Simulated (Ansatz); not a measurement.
# AlZnInSe2S2: complex band structure, part 2 of 2

Wanted: the relaxed cell of AlZnInSe2S2, its band edges and its decay constants. It is built by putting In for part of the Al in the Al2ZnSe2S2 structure of space group C2, with the volume rescaled by atomic radii. The parent structure comes from the Materials Project.

Ansatz 0.2.0; LDA DFT, plane waves, PAW files (the session's first sound run).

So far. Step 2 (Cell and atoms at rest): The largest force component on a free atom ends at 0.0061 eV/Å.

The structure was built from a prototype and need not be the compound's stable phase.

## 3. Band edges

The energy window and the wavevectors of the next steps follow from the band edges, so these are searched first, off the mesh as well.

Contents of input.yaml:

```yaml
crystal:
  lattice:
    - [3.7602791971, -5.5040379978, -0.0102191924]
    - [3.7602791971, 5.5040379978, -0.0102191924]
    - [-3.7482293482, 0.0, 3.8203551566]
  atoms:
    - { symbol: Al, position: [0.4952090386, 0.5047909614, 0.0] }
    - { symbol: In, position: [0.2528510089, 0.7471489911, 0.5] }
    - { symbol: Zn, position: [0.995234896, 0.004765104, 0.0] }
    - { symbol: Se, position: [0.8388928566, 0.5855825055, 0.4933137392] }
    - { symbol: Se, position: [0.4144174945, 0.1611071434, 0.5066862608] }
    - { symbol: S, position: [0.6418605737, 0.8884663684, 1.0402623969] }
    - { symbol: S, position: [0.1115336316, 0.3581394263, -0.0402623969] }
kpoints:
  mp_grid: { grid: [6, 6, 6] }
  band_path: { path: [VBM, CBM], npoints: 30 }
scf:
  occupations: { method: fixed }
hamiltonian:
  xc: lda
output:
  eigenvalues: true
  write_potential: true
  write_density: true
  volumetric_format: npy
```

On the command line:

```console
$ ansatz run input.yaml --threads 2 --pin off --max-ram 4096MiB --backend cpu --events-out ev --progress --plain --runs-dir out
```

Numbers of over 12 decimals in the logs are rounded to 6 here.

Output:

```text
[...]
Crystal: 7 atoms, lattice volume = 157.716 Å³
Basis set: ecut = 420 eV, 3051 PW (Γ)
Bands: 44, of which v1, the nominal top of the filled ones, is band 36 counted from 1 (35 counted from 0)
Symmetry: 2 space group operations
[...]
k-points: 68 of 216 (time reversal used)
[...]
SCF iter   1: F=—  HF=-21727.124423 eV  |F-HF|=—  |Δ(HF+E_count)|=         —  Δρ=6.15e-3  dr2=5.04e-2  ethr=1.77e-3  ⟨swp⟩=5.0  Hψ=10795  notcnv=0  defer=388
[...]
SCF iter   8: F=-21727.108085 eV  HF=-21727.108085 eV  |F-HF|=3.17e-9  |Δ(HF+E_count)|=   5.14e-8  Δρ=2.44e-6  dr2=1.15e-8  ethr=1.39e-10  ⟨swp⟩=9.6  Hψ=10842  notcnv=0
SCF 1 converged in 8 iterations: F = -21727.108085 eV  dr2 = 1.15e-8
[...]
NSCF: frozen V_eff on 68 k-points
[...]
SCF converged after 8 iterations
Free energy (F): -21727.108085 eV
[...]
Internal energy: -21727.108085 eV  (E = F + TS)
E sigma→0 (E₀):  -21727.108085 eV
Fermi energy:    6.311516 eV
[...]
--- Band table (eV; the first three rows and the last of 68) ---
  k-point 0: bands = [... 32 lower, 4.1612, 6.0391, 6.0437, 6.3115, 7.9087, 8.7372, 9.2266, 10.8858, ... 4 higher]
  k-point 1: bands = [... 32 lower, 4.3374, 4.9459, 5.6864, 6.3040, 8.6791, 9.0493, 10.3763, 10.8257, ... 4 higher]
  k-point 2: bands = [... 32 lower, 4.7236, 4.8877, 5.0937, 6.2538, 8.9097, 9.6728, 10.1664, 11.0795, ... 4 higher]
  k-point 67: bands = [... 32 lower, 5.0829, 5.5419, 5.7247, 6.2449, 8.5528, 8.9143, 10.5329, 11.1480, ... 4 higher]
```

Wall time 62 s (2 threads of Arm Neoverse V2, shared host); peak memory 0.62 GiB.

The column dr2 measures how far the density is from self-consistency, as an energy; F and HF (Harris–Foulkes) agree once it is small.

This step gave:

- free energy: -21727.1081 eV
- Fermi energy: 6.312 eV
- gap on the k-mesh: 1.597 eV
- gap on path: 1.597 eV, by band count; negative where bands overlap
- direct gap on path: 1.597 eV
- edge places on path: 0, 0 1/A along the path

Levels at VBM (eV): -6.63, -6.50, -6.48, -6.44, -6.43, -5.77, -5.31, -3.69, -3.54, -3.27, -3.16, -3.00, -2.29, -2.15, -0.27, -0.27, 0.00, 1.60, 2.43, 2.92, 4.57, 4.63, 5.53, 5.77, 5.86.

The searched edges give 1.60 eV, as on the mesh.

## 4. Decaying states in the gap

This step: LDA DFT, plane waves, PAW files; complex bands by layer matching along the plane's normal (Ansatz 0.2.0).

The same crystal is laid in a cell whose first two vectors span the (010) plane (indices of the standard conventional cell, whose axes can be ordered otherwise than in the bulk input). At fixed energy and wavevector in the plane the solver finds all kz, real and complex. A few wavevectors are listed, (0, 0) and (0.5, 0) in units of the plane's reciprocal vectors; the slowest state needn't be among them.

Contents of input.yaml:

```yaml
crystal:
  lattice:
    - [5.35204043, 0.0, 0.0]
    - [0.070529585, 5.353957366, 0.0]
    - [-2.640755423, 2.676978683, 5.504037998]
  atoms:
    - { symbol: Al, position: [0.5047909614, 0.4952090386, 0.0095819228] }
    - { symbol: In, position: [0.2471489911, 0.2528510089, 0.4942979822] }
    - { symbol: Zn, position: [0.004765104, 0.995234896, 0.009530208] }
    - { symbol: Se, position: [0.6544208826, 0.8388928566, 0.7466896489] }
    - { symbol: Se, position: [0.0922687663, 0.4144174945, 0.7466896489] }
    - { symbol: S, position: [0.3984018232, 0.6418605737, 0.2466057947] }
    - { symbol: S, position: [0.8482039715, 0.1115336316, 0.2466057947] }
kpoints:
  mp_grid: { grid: [6, 6, 6] }
scf:
  occupations: { method: fixed }
hamiltonian:
  xc: lda
output:
  eigenvalues: true
  transmission:
    leads: [[0, 0]]
    kpoints: [[0.0, 0.0], [0.5, 0.0]]
    e_range: [-1.0, 2.6]
    de: 0.06
```

Output:

```text
[...]
Crystal: 7 atoms, lattice volume = 157.716 Å³
Basis set: ecut = 420 eV, 3051 PW (Γ)
Bands: 44, of which v1, the nominal top of the filled ones, is band 36 counted from 1 (35 counted from 0)
Symmetry: 2 space group operations
[...]
k-points: 68 of 216 (time reversal used)
[...]
SCF iter   1: F=—  HF=-21727.124406 eV  |F-HF|=—  |Δ(HF+E_count)|=         —  Δρ=6.15e-3  dr2=5.04e-2  ethr=1.77e-3  ⟨swp⟩=5.0  Hψ=10787  notcnv=0  defer=386
[...]
SCF iter   8: F=-21727.108084 eV  HF=-21727.108084 eV  |F-HF|=3.15e-9  |Δ(HF+E_count)|=   5.23e-8  Δρ=2.45e-6  dr2=1.15e-8  ethr=1.39e-10  ⟨swp⟩=9.6  Hψ=10795  notcnv=0
SCF 1 converged in 8 iterations: F = -21727.108084 eV  dr2 = 1.15e-8
[...]
transmission: 7 of 14 steps passed
transmission: 14 of 14 steps passed
SCF converged after 8 iterations
Free energy (F): -21727.108084 eV
[...]
Internal energy: -21727.108084 eV  (E = F + TS)
E sigma→0 (E₀):  -21727.108084 eV
Fermi energy:    6.311517 eV
[...]
--- Band table (eV; the first three rows and the last of 68) ---
  k-point 0: bands = [... 32 lower, 4.1612, 6.0391, 6.0437, 6.3115, 7.9087, 8.7372, 9.2266, 10.8858, ... 4 higher]
  k-point 1: bands = [... 32 lower, 4.2529, 5.4707, 5.8716, 6.1597, 8.3647, 8.8959, 9.3423, 10.1569, ... 4 higher]
  k-point 2: bands = [... 32 lower, 4.4953, 4.5859, 5.4815, 5.8409, 8.5952, 9.2116, 9.2559, 9.3408, ... 4 higher]
  k-point 67: bands = [... 32 lower, 5.0829, 5.5419, 5.7247, 6.2449, 8.5528, 8.9143, 10.5329, 11.1480, ... 4 higher]
--- Transmission ---
  basis      : 245 plane waves across, 7 finite elements along
  points     : 2, as listed
  energies   : 61 from -1.000000 to 2.600000 eV about the Fermi level, 0.060000 eV apart; the leads are filled to 0.798616 eV, and channels, transmission and decay are at 0.800000 eV
  crystal 0  : In1Se2Zn1Al1S2, at the sites [0, 0], period 5.5040 Å: whole cells are its period
    offset         : up to 0.0000 Å between an atom of the period and one for which it stands
    channels       : 0.000000e0 a spin
    conductance    : none, the energies end too early or step too widely for 300 K: set another output.transmission.e_range or a lower de, or, where they end at an eighth of basis.ecutwfc, a higher one
    slowest decay  : 0.1464 /Å at (0.0000, 0.0000)
```

It took 79 s on 2 threads; peak memory 0.84 GiB.

This step gave:

```yaml
level_to_which_the_leads_are_filled: 0.7986 eV from the Fermi level
decay_constant_at_the_filling_level_zone_centre: 0.1464 Å⁻¹
decay_constant_at_the_filling_level_slowest_listed_point: 0.1464 Å⁻¹
```

K parallel (0, 0); values up to 1.5 1/Å, a degenerate pair printed once or twice; energies at which all values exceed this have no row. The Im kz of the slowest decaying states by energy, zero at the highest filled level on the SCF mesh:

| energy (eV) | decay 1 (Å⁻¹) | decay 2 (Å⁻¹) | decay 3 (Å⁻¹) | decay 4 (Å⁻¹) |
| --- | --- | --- | --- | --- |
| -1.000 | 0.220 | 0.315 | 0.328 | 0.399 |
| -0.520 | 0.340 | 0.353 | 0.403 | 0.411 |
| 0.020 | 0.0661 | 0.107 | 0.225 | 0.350 |
| 0.500 | 0.145 | 0.296 | 0.337 | 0.339 |
| 0.980 | 0.140 | 0.309 | 0.325 | 0.342 |
| 1.520 | 0.0612 | 0.260 | 0.281 | 0.290 |
| 2.000 | 0.189 | 0.192 | 0.221 | 0.298 |
| 2.480 | 0.0214 | 0.0903 | 0.148 | 0.252 |

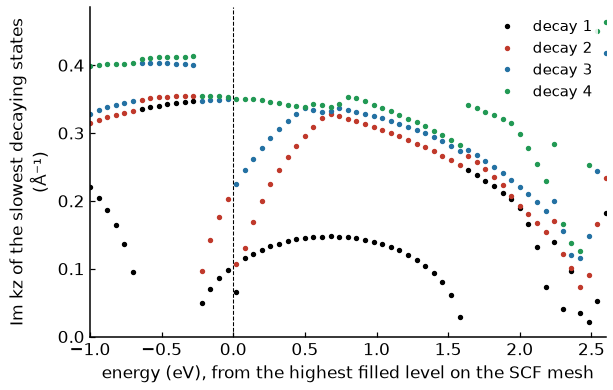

Im kz of the slowest decaying states, plotted against energy.

K parallel (0, 0). Table of Re kz of states that move upwards by energy, zero at the highest filled level on the SCF mesh:

| energy (eV) | channel 1 (Å⁻¹) | channel 2 (Å⁻¹) | channel 3 (Å⁻¹) |
| --- | --- | --- | --- |
| -1.0000 | -0.466 | -0.224 | - |
| -0.7600 | -0.348 | -0.173 | - |
| -0.5200 | -0.413 | -0.234 | -0.116 |
| -0.2200 | -0.234 | - | - |
| 0.0200 | - | - | - |
| 0.2600 | - | - | - |
| 0.5000 | - | - | - |
| 0.7400 | - | - | - |
| 0.9800 | - | - | - |
| 1.2200 | - | - | - |
| 1.5200 | - | - | - |
| 1.7600 | 0.0981 | - | - |
| 2.0000 | 0.173 | - | - |
| 2.2400 | -0.462 | 0.273 | - |
| 2.4800 | 0.111 | - | - |

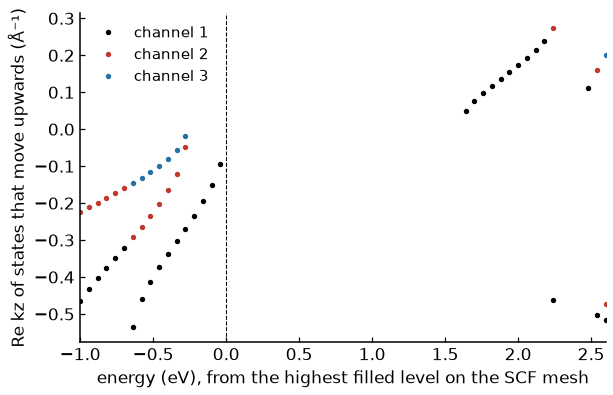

Re kz of states that move upwards against energy.

K parallel (0.5, 0); values up to 1.5 1/Å, a degenerate pair printed once or twice; energies at which all values exceed this have no row. Im kz of the slowest decaying states against energy, zero at the highest filled level on the SCF mesh:

| energy (eV) | decay 1 (Å⁻¹) | decay 2 (Å⁻¹) | decay 3 (Å⁻¹) | decay 4 (Å⁻¹) |
| --- | --- | --- | --- | --- |
| -1.000 | 0.118 | 0.169 | 0.172 | 0.872 |
| -0.520 | 0.276 | 0.288 | 0.787 | 1.36 |
| 0.020 | 0.338 | 0.395 | 0.694 | 1.29 |
| 0.500 | 0.371 | 0.443 | 0.615 | 1.23 |
| 0.980 | 0.395 | 0.539 | 1.17 | - |
| 1.520 | 0.380 | 0.411 | 0.512 | 1.10 |
| 2.000 | 0.353 | 0.426 | 0.519 | 1.03 |
| 2.480 | 0.315 | 0.381 | 0.507 | 0.960 |

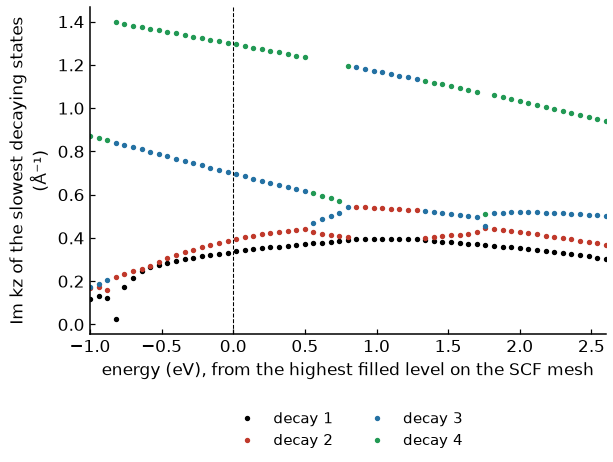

Im kz of the slowest decaying states against energy.

At the listed wavevectors the last open channel is at -0.04 eV and the next at +1.64 eV on the grid. At +0.80 eV, the grid energy nearest the filling level (the middle of the gap on the SCF mesh), the slowest state at the listed wavevectors decays with κ = 0.146 Å⁻¹, its amplitude falling by e over 6.8 Å. Through 1 nm of this crystal that state's transmission falls by exp(−2 × 0.146 Å⁻¹ × 10 Å) = 0.054.

## 5. Decay over the two-dimensional zone

The listed points could miss the slowest state, so one energy near mid-gap is solved on a mesh of 8×8.

Changes to input.yaml since step 4:

```diff
@@ -21,6 +21,2 @@
   eigenvalues: true
-  transmission:
-    leads: [[0, 0]]
-    kpoints: [[0.0, 0.0], [0.5, 0.0]]
-    e_range: [-1.0, 2.6]
-    de: 0.06
+  transmission: { leads: [[0, 0]], kmesh: [8, 8], e_range: [0.8, 0.81], de: 0.05 }
```

Output:

```text
[...]
Crystal: 7 atoms, lattice volume = 157.716 Å³
Basis set: ecut = 420 eV, 3051 PW (Γ)
Bands: 44, of which v1, the nominal top of the filled ones, is band 36 counted from 1 (35 counted from 0)
Symmetry: 2 space group operations
[...]
k-points: 68 of 216 (time reversal used)
[...]
SCF iter   1: F=—  HF=-21727.124406 eV  |F-HF|=—  |Δ(HF+E_count)|=         —  Δρ=6.15e-3  dr2=5.04e-2  ethr=1.77e-3  ⟨swp⟩=5.0  Hψ=10787  notcnv=0  defer=386
[...]
SCF iter   8: F=-21727.108084 eV  HF=-21727.108084 eV  |F-HF|=3.15e-9  |Δ(HF+E_count)|=   5.23e-8  Δρ=2.45e-6  dr2=1.15e-8  ethr=1.39e-10  ⟨swp⟩=9.6  Hψ=10795  notcnv=0
SCF 1 converged in 8 iterations: F = -21727.108084 eV  dr2 = 1.15e-8
[...]
transmission: 28 of 238 steps passed
transmission: 56 of 238 steps passed
[...]
transmission: 238 of 238 steps passed
SCF converged after 8 iterations
Free energy (F): -21727.108084 eV
[...]
Internal energy: -21727.108084 eV  (E = F + TS)
E sigma→0 (E₀):  -21727.108084 eV
Fermi energy:    6.311517 eV
[...]
--- Band table (eV; the first three rows and the last of 68) ---
  k-point 0: bands = [... 32 lower, 4.1612, 6.0391, 6.0437, 6.3115, 7.9087, 8.7372, 9.2266, 10.8858, ... 4 higher]
  k-point 1: bands = [... 32 lower, 4.2529, 5.4707, 5.8716, 6.1597, 8.3647, 8.8959, 9.3423, 10.1569, ... 4 higher]
  k-point 2: bands = [... 32 lower, 4.4953, 4.5859, 5.4815, 5.8409, 8.5952, 9.2116, 9.2559, 9.3408, ... 4 higher]
  k-point 67: bands = [... 32 lower, 5.0829, 5.5419, 5.7247, 6.2449, 8.5528, 8.9143, 10.5329, 11.1480, ... 4 higher]
--- Transmission ---
  basis      : 245 plane waves across, 7 finite elements along
  points     : 34, standing for a mesh of 8 x 8
  energies   : 1 from 0.800000 to 0.800000 eV about the Fermi level; the leads are filled to 0.798616 eV, and channels, transmission and decay are at 0.800000 eV
[...]
channels       : 0.000000e0 a spin
    conductance    : none, crystal 0 has no channel at the energies, or these end too early or step too widely for 300 K: set another output.transmission.e_range or a lower de, or, where they end at an eighth of basis.ecutwfc, a higher one
    slowest decay  : 0.1464 /Å at (0.0000, 0.0000)
```

It took 98 s on 2 threads; peak memory 0.99 GiB; 3.2 min of CPU time.

Numbers from this step:

| Item | Value |
| --- | --- |
| least decay constant on the mesh | 0.1464 Å⁻¹ |

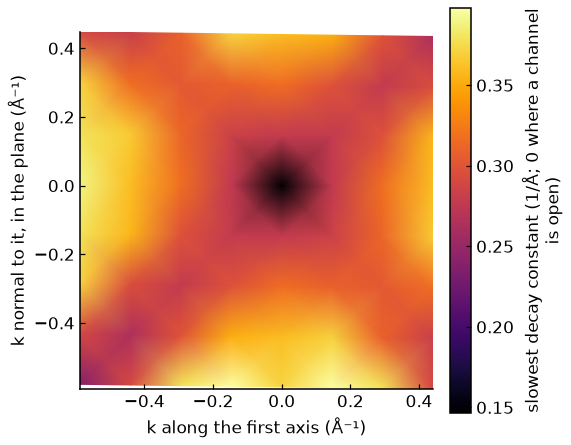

Slowest decay constant (1/Å; 0 where a channel is open) over k1 and k2. At 0.8000 eV from the Fermi level.

The least value on the mesh is 0.146 Å⁻¹ at +0.80 eV. At that energy the listed points give about 0.146 Å⁻¹ by interpolation, so the mesh holds no clearly slower state.

## 6. Band edges at another level

This step: LDA DFT, plane waves, JTH PAW files (Ansatz 0.2.0).

The edges again with JTH files, at the same atoms.

Contents of input.yaml:

```yaml
crystal:
  lattice:
    - [3.7602791971, -5.5040379978, -0.0102191924]
    - [3.7602791971, 5.5040379978, -0.0102191924]
    - [-3.7482293482, 0.0, 3.8203551566]
  atoms:
    - { symbol: Al, position: [0.4952090386, 0.5047909614, 0.0] }
    - { symbol: In, position: [0.2528510089, 0.7471489911, 0.5] }
    - { symbol: Zn, position: [0.995234896, 0.004765104, 0.0] }
    - { symbol: Se, position: [0.8388928566, 0.5855825055, 0.4933137392] }
    - { symbol: Se, position: [0.4144174945, 0.1611071434, 0.5066862608] }
    - { symbol: S, position: [0.6418605737, 0.8884663684, 1.0402623969] }
    - { symbol: S, position: [0.1115336316, 0.3581394263, -0.0402623969] }
kpoints:
  mp_grid: { grid: [6, 6, 6] }
  band_path: { path: [VBM, CBM], npoints: 30 }
scf:
  occupations: { method: fixed }
hamiltonian:
  xc: lda
  pseudopotentials: { kind: paw, source: jth }
output:
  eigenvalues: true
```

Output:

```text
Error: no pseudopotential record for In at <dir> Nothing was run.
  By this build's list the table `kind: paw`, `source: jth` of `hamiltonian.pseudopotentials` has no In in this build's library.
Fix: take In from another table that serves this run, or name a record of your own for In alone.
  `kind` and `accuracy`, with `source`, `level` and `core` left out, under `hamiltonian.pseudopotentials` apply to every element of the deck. For LDA this build's library has files of In, which may not all serve this run, under
    kind: nc       accuracy: standard or stringent
  To change In alone, name a record of the deck's `kind` under `hamiltonian.pseudopotentials.azcp`, as `In: <path>` (`python -m ansatz.pseudopotential add <file.upf> <file.azcp>` makes one from a UPF file).
  `python` is the interpreter of the environment that holds the engine's wheel, or a checkout's `.venv/bin/python`.
```

Run time: 0.03 s. Hardware: 2 threads; peak memory 0.068 GiB.

The input was rejected at the start.

The program's message: “Error: no pseudopotential record for In at <dir> Nothing was run.”

## 7. Outcome

```yaml
band_gap: 1.60 eV
least_decay_constant_at_mid_gap_normal_to_010: 0.146 Å⁻¹
least_decay_constant_on_a_mesh_normal_to_010: 0.146 Å⁻¹
```

With LDA, the slowest decay at the wavevectors tried is κ = 0.146 Å⁻¹, normal to (010). Through such a film the transmission near mid-gap falls as exp(−2κd), a factor of ten every 7.9 Å. A free electron under a barrier of half the gap would need a mass of 0.10 mₑ to decay at this rate. The compound is made up by substitution; its stability against other phases and against distortions of the cell's symmetry was not tested. A semilocal functional narrows gaps, so real decay constants are likely larger.

[Logs are printed without paths, hosts, clocks, repeated set-up lines and the standing remarks that a program may print on its own settings, such as how far it seeks lower states.]

[Hosts, paths, dates, database ids (printed as entryN), source tags and the programs' standing remarks are cut or masked in the printed files.]

[New means built here by substitution; the compound itself may be known and measured.]
